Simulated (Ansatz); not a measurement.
# (H2In-mu-AsH2)2 (In2As2H8): geometry, orbitals and charge

What does (H2In-mu-AsH2)2 (In2As2H8) look like as a singlet, and where do its frontier electrons sit?

Method: RKS PBE0-D4/def2-TZVP; program: Ansatz 0.2.0, Gaussian basis.

The runs, in order: relaxation at PBE0-D4/def2-SVP; a single point at PBE0-D4/def2-TZVP.

3 further runs of the same task are left out: 3 set aside as unsound or not needed.

## 1. Where the work starts

12 atoms, charge 0, spin multiplicity 1.

Atoms are counted from 1 here; the program's logs count them from 0.

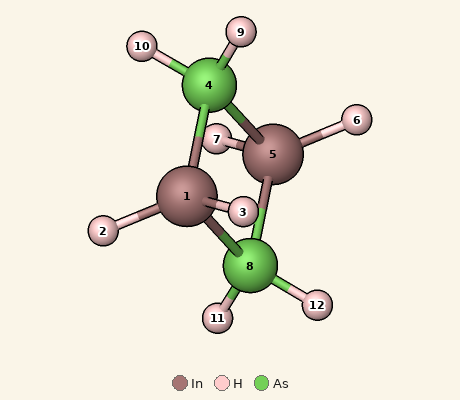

Start geometry, drawn with indium brown, hydrogen pink, arsenic green; atoms are numbered from 1 in the order of the file.

In takes a core potential in the def2 sets. No spin-orbit coupling is included.

The start is a GFN1-xTB geometry.

## 2. Optimising with PBE0-D4/def2-SVP

Contents of in.yaml:

```yaml
crystal:
  periodic: [false, false, false]
  atoms:
    - {symbol: In, position_ang: [1.275210, -0.865690, 1.343630]}
    - {symbol: H, position_ang: [2.506860, 0.127040, 2.033910]}
    - {symbol: H, position_ang: [0.719830, -2.258480, 2.199160]}
    - {symbol: As, position_ang: [0.965960, -0.814630, -1.271560]}
    - {symbol: In, position_ang: [-1.280710, 0.860660, -1.341530]}
    - {symbol: H, position_ang: [-2.511650, -0.132770, -2.033320]}
    - {symbol: H, position_ang: [-0.723350, 2.250680, -2.201790]}
    - {symbol: As, position_ang: [-0.968770, 0.812050, 1.273320]}
    - {symbol: H, position_ang: [1.057480, -2.226160, -1.719790]}
    - {symbol: H, position_ang: [2.309620, -0.520320, -1.828270]}
    - {symbol: H, position_ang: [-1.036200, 2.227960, 1.711050]}
    - {symbol: H, position_ang: [-2.314280, 0.539670, 1.835190]}
basis:
  gaussian: {orbitals: def2-SVP}
hamiltonian: {xc: pbe0, dispersion: d4}
scf: {lower_state_search: "off"}
output: {orbitals: {seedname: orbitals}}
relax: {f_tol: 0.02, max_steps: 100}
```

The run is started by

```console
$ ansatz run in.yaml --threads 2 --pin off --events-out ev --progress --plain --max-ram 22528MiB --backend cpu
```

The program printed, shortened:

```text
Functional definition: PBE0
  name "PBE0"
  cite "Adamo & Barone, J. Chem. Phys. 110, 6158 (1999) doi:10.1063/1.478522"
  cite "Perdew, Burke & Ernzerhof, Phys. Rev. Lett. 77, 3865 (1996) doi:10.1103/PhysRevLett.77.3865"
  parent pbe
[...]
1834 factors; integrals over basis functions are off by at most 3.3e-4 eV
[...]
mean field -132130.50870781 eV, -4855.7066337365 hartree, gradient 8.4e-6 eV, S^2 0.000000; 0 other end points of the search recorded, 0 dependent functions left out
[...]
reference -132130.50875552 eV, -4855.7066354899 hartree; 58, 58 occupied and 98, 98 virtual orbitals, 1834 factors
relax step   1: F+E_penalty+E_count = -132130.84979531 eV  Δ(F+E_penalty+E_count) = +0.000e0 eV  max|allowed force component| = 6.177e-1 eV/Å  Δτ_max = 0.0000 Å  (13 SCF iters, accepted)
[...]
relax step   5: F+E_penalty+E_count = -132131.13297699 eV  Δ(F+E_penalty+E_count) = -7.701e-4 eV  max|allowed force component| = 3.734e-2 eV/Å  Δτ_max = 0.0199 Å  (18 SCF iters, accepted)
[...]
relax step   6: F+E_penalty+E_count = -132131.13331585 eV  Δ(F+E_penalty+E_count) = -3.389e-4 eV  max|allowed force component| = 5.618e-3 eV/Å  Δτ_max = 0.0083 Å  (13 SCF iters, accepted)
Total energy: -132131.13336361 eV, -4855.7295894136 hartree
Atom 0 at     1.172289    -0.773577     1.548890 Å, force     0.000578     0.000006     0.001968 eV/Å
Atom 1 at     2.516661     0.201582     2.005620 Å, force    -0.001712    -0.001382     0.000514 eV/Å
Atom 2 at     0.646147    -2.290024     2.173717 Å, force     0.000767     0.001952     0.000016 eV/Å
Atom 3 at     1.005943    -0.832901    -1.176704 Å, force     0.002012    -0.001313    -0.005618 eV/Å
Atom 4 at    -1.175908     0.768760    -1.548551 Å, force    -0.000137     0.000574    -0.002032 eV/Å
Atom 5 at    -2.518494    -0.211154    -2.000246 Å, force     0.001671     0.001170    -0.000224 eV/Å
Atom 6 at    -0.655076     2.285091    -2.178144 Å, force    -0.001067    -0.002006    -0.000209 eV/Å
Atom 7 at    -1.004575     0.834785     1.176595 Å, force    -0.001579     0.001565     0.005484 eV/Å
Atom 8 at     0.894814    -2.212775    -1.778587 Å, force    -0.002667     0.000823     0.001973 eV/Å
Atom 9 at     2.253303    -0.383160    -1.898183 Å, force    -0.001125     0.001577     0.001757 eV/Å
Atom 10 at    -0.882428     2.216687     1.771670 Å, force     0.001831    -0.000758    -0.001829 eV/Å
Atom 11 at    -2.252676     0.396697     1.903923 Å, force     0.001427    -0.002208    -0.001800 eV/Å
Dipole moment:     0.000558     0.000785    -0.000041 e Å
Checks for a lower state left out: stability, starts, cluster_reference, orbital_swaps, neighbouring_geometries, increment
```

Run time: 35 s. Hardware: 2 threads of AMD EPYC 7R13, shared host; peak memory 0.55 GiB.

Relaxation path:

```
step  energy from step 1 (eV)  largest force component (eV/Å)
   1                   0.0000                          0.6177
   2                  -0.1393                          0.3070
   3                  -0.2425                          0.1368
   4                  -0.2824                          0.0683
   5                  -0.2832                          0.0373
   6                  -0.2835                          0.0056
```

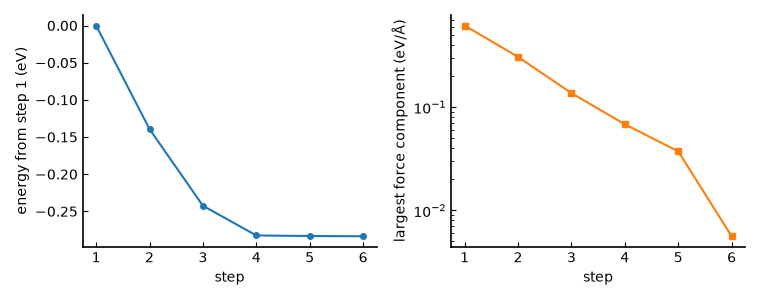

Energy and largest force along the relaxation.

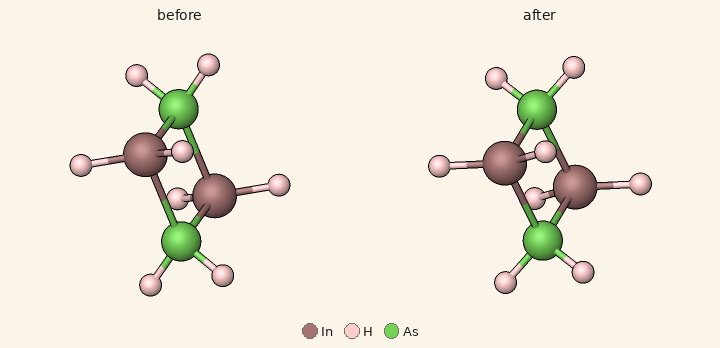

The geometry before (left) and after (right).

Distances of close pairs at the start and the end, largest changes first:

```
   bond  before (Å)  after (Å)  change (Å)
In5–As8       2.634      2.731      +0.097
In1–As4       2.634      2.731      +0.097
As4–In5       2.803      2.732      -0.071
In1–As8       2.803      2.732      -0.071
As8–H12       1.483      1.510      +0.026
As8–H11       1.484      1.510      +0.026
 As4–H9       1.484      1.510      +0.026
As4–H10       1.484      1.510      +0.026
```

Bonds by kind at the end (by distance):

```
 bond  count  shortest (Å)  longest (Å)
As–In      4         2.731        2.732
 H–In      4         1.722        1.722
 As–H      4         1.510        1.510
```

## 3. Single point, PBE0-D4/def2-TZVP

start.molden holds the orbitals of an earlier run on this state, given as this run's starting guess.

Contents of in.yaml:

```yaml
crystal:
  periodic: [false, false, false]
  atoms:
    - {symbol: In, position_ang: [1.172289, -0.773577, 1.548890]}
    - {symbol: H, position_ang: [2.516661, 0.201582, 2.005620]}
    - {symbol: H, position_ang: [0.646147, -2.290024, 2.173717]}
    - {symbol: As, position_ang: [1.005943, -0.832901, -1.176704]}
    - {symbol: In, position_ang: [-1.175908, 0.768760, -1.548551]}
    - {symbol: H, position_ang: [-2.518494, -0.211154, -2.000246]}
    - {symbol: H, position_ang: [-0.655076, 2.285091, -2.178144]}
    - {symbol: As, position_ang: [-1.004575, 0.834785, 1.176595]}
    - {symbol: H, position_ang: [0.894814, -2.212775, -1.778587]}
    - {symbol: H, position_ang: [2.253303, -0.383160, -1.898183]}
    - {symbol: H, position_ang: [-0.882428, 2.216687, 1.771670]}
    - {symbol: H, position_ang: [-2.252676, 0.396697, 1.903923]}
basis:
  gaussian: {orbitals: def2-TZVP, initial_orbitals: start.molden}
hamiltonian: {xc: pbe0, dispersion: d4}
scf: {omitted_lower_state_checks: [starts]}
output: {forces: true, orbitals: {seedname: orbitals}}
```

The command is unchanged.

The program printed, shortened:

```text
Functional definition: PBE0
  name "PBE0"
  cite "Adamo & Barone, J. Chem. Phys. 110, 6158 (1999) doi:10.1063/1.478522"
  cite "Perdew, Burke & Ernzerhof, Phys. Rev. Lett. 77, 3865 (1996) doi:10.1103/PhysRevLett.77.3865"
  parent pbe
[...]
2160 factors; their error is unknown
[...]
mean field -132146.32291279 eV, -4856.2877950503 hartree, gradient 1.7e-5 eV, S^2 0.000000; 0 other end points of the search recorded, 0 dependent functions left out
[...]
reference -132146.32297275 eV, -4856.2877972537 hartree; 58, 58 occupied and 186, 186 virtual orbitals, 2160 factors
Total energy: -132146.66555414 eV, -4856.3003868876 hartree
Atom 0 at     1.172289    -0.773577     1.548890 Å, force    -0.026641     0.018000    -0.034234 eV/Å
Atom 1 at     2.516661     0.201582     2.005620 Å, force    -0.074170    -0.056111    -0.022557 eV/Å
Atom 2 at     0.646147    -2.290024     2.173717 Å, force     0.031302     0.084403    -0.032303 eV/Å
Atom 3 at     1.005943    -0.832901    -1.176704 Å, force    -0.019957     0.016969     0.020387 eV/Å
Atom 4 at    -1.175908     0.768760    -1.548551 Å, force     0.027230    -0.017247     0.034160 eV/Å
Atom 5 at    -2.518494    -0.211154    -2.000246 Å, force     0.074010     0.056147     0.022561 eV/Å
Atom 6 at    -0.655076     2.285091    -2.178144 Å, force    -0.031311    -0.084462     0.032379 eV/Å
Atom 7 at    -1.004575     0.834785     1.176595 Å, force     0.020403    -0.016689    -0.020528 eV/Å
Atom 8 at     0.894814    -2.212775    -1.778587 Å, force     0.005553     0.052220     0.021295 eV/Å
Atom 9 at     2.253303    -0.383160    -1.898183 Å, force    -0.046612    -0.019301     0.025802 eV/Å
Atom 10 at    -0.882428     2.216687     1.771670 Å, force    -0.006760    -0.052202    -0.020882 eV/Å
Atom 11 at    -2.252676     0.396697     1.903923 Å, force     0.046954     0.018273    -0.026080 eV/Å
Dipole moment:     0.000480     0.000682    -0.000034 e Å
Checks for a lower state left out: starts
```

Wall time 16 s (2 threads of AMD EPYC 7R13, shared host); peak memory 1.2 GiB.

HOMO -7.03 eV, LUMO -1.02 eV.

Mulliken charges, from this run's orbitals:

```
atom  value (e)
 In1       0.43
  H2      -0.10
  H3      -0.10
 As4      -0.40
 In5       0.43
  H6      -0.10
  H7      -0.10
 As8      -0.40
  H9       0.08
 H10       0.08
 H11       0.08
 H12       0.08
```

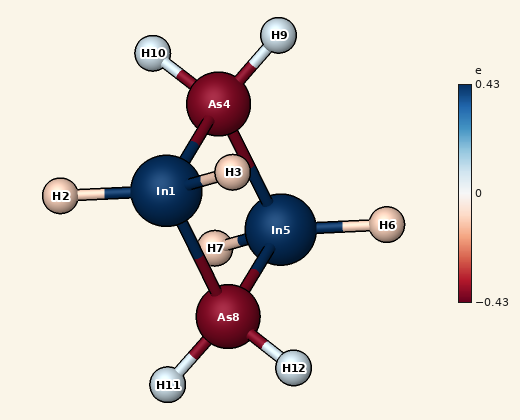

Mulliken charges, from this run's orbitals, as colours on the atoms.

Largest Mayer bond orders: As4–H9 0.94; As4–H10 0.94; As8–H11 0.94; As8–H12 0.94; In1–H2 0.92; In1–H3 0.92; In5–H6 0.92; In5–H7 0.92; In1–As4 0.57; In1–As8 0.57.

## 4. What came out

| quantity | value |
| --- | --- |
| point group | D2h |
| commonest bond, hydrogen aside | As–In, 4 of mean length 2.732 Å |
| HOMO, LUMO at PBE0-D4/def2-TZVP | -7.03, -1.02 eV |
| dipole at PBE0-D4/def2-SVP | 0.00 D |

The molecule keeps its bonding pattern by the stored test; the atoms moved 0.15 Å (rms), and the angle In5–As4–H9 went from 128° to 115°. No usable vibrations, so a minimum isn't proven.
